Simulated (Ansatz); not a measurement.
**SnH2S2F2 (SMILES [F][Sn]([F])([SH])[SH]) at MP2/def2-SVP (core potential)**

What is the energy change on altering one bond length of SnH2S2F2 at MP2/def2-SVP (core potential)? 

The results are computed with Ansatz 0.2.0.

45 further runs of the same task are left out: 45 set aside as unsound or not needed. Runs told in other sessions of the task aren't counted.

## 1. The system as given

SnH2S2F2 has 7 atoms, charge 0, and is taken as a singlet. SMILES: `[F][Sn]([F])([SH])[SH]`. Geometry: relaxed at PBE0-D4/def2-TZVP. This is one conformer, not always the lowest.

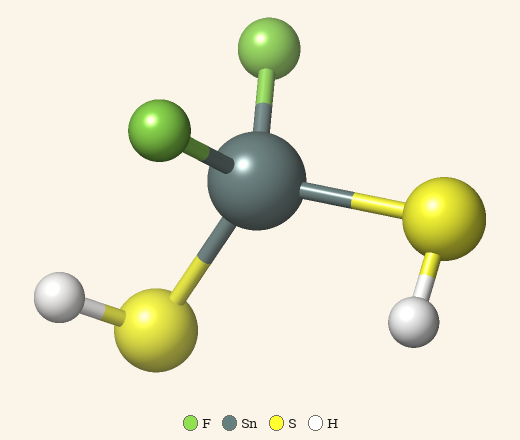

The structure, seen from a chosen angle (fluorine green, tin teal, sulfur yellow, hydrogen white).

## 2. A single-point energy at MP2/def2-SVP (core potential)

Input file molecule.yaml:

```yaml
basis:
  gaussian: {orbitals: def2-SVP}
crystal:
  periodic: [false, false, false]
  atoms:
    - {symbol: F, position_ang: [0.246200, -2.260000, 0.562200]}
    - {symbol: Sn, position_ang: [0.078900, -0.394700, 0.232400]}
    - {symbol: F, position_ang: [1.629500, 0.318000, 1.082100]}
    - {symbol: S, position_ang: [-1.928000, 0.238900, 1.297200]}
    - {symbol: S, position_ang: [0.326700, 0.156800, -2.051400]}
    - {symbol: H, position_ang: [-1.920300, 1.436500, 0.683700]}
    - {symbol: H, position_ang: [1.628300, 0.436500, -1.851900]}
correlation: {method: mp2, frozen_orbitals: {F: 1, H: 0, S: 5, Sn: 4}}
accuracy: high
```

The run is started by

```console
$ ansatz run molecule.yaml --threads 1 --pin off --max-ram 2610MiB --events-out events.jsonl --progress --plain --runs-dir runs
```

The program printed:

```text
Warning: RAYON_NUM_THREADS=1 ignored (pool sized by the plan → 1); use --threads N
Functional definition: HF
  name "HF"
  exchange = exact_x
  correlation = 0
2157 factors; integrals over basis functions are off by at most 1.4e-8 eV
mean field evaluation 1: about -32871.4010 eV, gradient 4.2e1 eV
mean field evaluation 2: about -32871.5601 eV, gradient 4.2e1 eV
mean field evaluation 4: about -32875.2039 eV, gradient 2.5e0 eV
mean field evaluation 8: about -32875.2559 eV, gradient 2.2e-1 eV
mean field evaluation 16: about -32875.2562 eV, gradient 8.2e-8 eV
mean field -32875.25624918 eV, -1208.1433835082 hartree, gradient 8.2e-8 eV, S^2 0.000000; 0 other end points of the search recorded, 0 dependent functions left out
16 core orbitals not correlated: weight in the atoms' cores, before any rotation towards them, 1.000 or more for the frozen orbitals, at most 0.000 for the correlated occupied ones
reference -32875.25624918 eV, -1208.1433835082 hartree; 21, 21 occupied and 63, 63 virtual orbitals, 2157 factors
second order -20.16018733 eV of doubles, -0.00000000 eV of singles
Total energy: -32895.41643650 eV, -1208.8842567274 hartree
```

Wall time 5.4 s (1 thread of Arm Neoverse V2, shared host); peak memory 0.34 GiB.

## 3. The distorted shape, same level

Input file molecule.yaml:

```yaml
crystal:
  periodic: [false, false, false]
  atoms:
    - {symbol: F, position_ang: [0.271291, -2.539750, 0.611662]}
    - {symbol: Sn, position_ang: [0.078900, -0.394700, 0.232400]}
    - {symbol: F, position_ang: [1.629500, 0.318000, 1.082100]}
    - {symbol: S, position_ang: [-1.928000, 0.238900, 1.297200]}
    - {symbol: S, position_ang: [0.326700, 0.156800, -2.051400]}
    - {symbol: H, position_ang: [-1.920300, 1.436500, 0.683700]}
    - {symbol: H, position_ang: [1.628300, 0.436500, -1.851900]}
basis:
  gaussian:
    orbitals: def2-SVP
correlation:
  method: mp2
  frozen_orbitals: {F: 1, H: 0, S: 5, Sn: 4}
accuracy: high
```

The run is started by

```console
$ ansatz run molecule.yaml --threads 1 --pin off --max-ram 2610MiB --events-out events.jsonl --progress --plain --runs-dir runs
```

The program printed:

```text
Warning: RAYON_NUM_THREADS=1 ignored (pool sized by the plan → 1); use --threads N
[... 4 set-up lines as earlier in the session ...]
2141 factors; integrals over basis functions are off by at most 7.2e-9 eV
mean field evaluation 1: about -32869.9956 eV, gradient 4.4e1 eV
mean field evaluation 2: about -32870.1384 eV, gradient 4.5e1 eV
mean field evaluation 4: about -32874.4358 eV, gradient 2.8e0 eV
mean field evaluation 8: about -32874.5029 eV, gradient 3.9e-1 eV
mean field evaluation 16: about -32874.5037 eV, gradient 2.9e-8 eV
mean field -32874.50373409 eV, -1208.1157290889 hartree, gradient 1.0e-8 eV, S^2 0.000000; 0 other end points of the search recorded, 0 dependent functions left out
16 core orbitals not correlated: weight in the atoms' cores, before any rotation towards them, 1.000 or more for the frozen orbitals, at most 0.000 for the correlated occupied ones
reference -32874.50373409 eV, -1208.1157290889 hartree; 21, 21 occupied and 63, 63 virtual orbitals, 2141 factors
second order -20.31985462 eV of doubles, -0.00000000 eV of singles
Total energy: -32894.82358872 eV, -1208.8624699730 hartree
```

It took 5.4 s on 1 thread of Arm Neoverse V2, shared host; peak memory 0.34 GiB.

## 4. Results

At MP2/def2-SVP (core potential), 16 core orbitals frozen:

| quantity | value |
| --- | --- |
| first shape: total energy | -1208.88426 Eh |
| first shape: correlation energy (16 core orbitals frozen) | -740.9 mEh |
| distorted shape: total energy | -1208.86247 Eh |
| distorted shape: correlation energy (16 core orbitals frozen) | -746.7 mEh |
| energy change with the F1–Sn2 bond stretched from 1.902 to 2.187 Å | 0.593 eV |

With the F1–Sn2 bond stretched from 1.902 to 2.187 Å the energy rises by 0.59 eV (13.7 kcal/mol). The first shape isn't relaxed at this level, so the change isn't measured from a minimum.
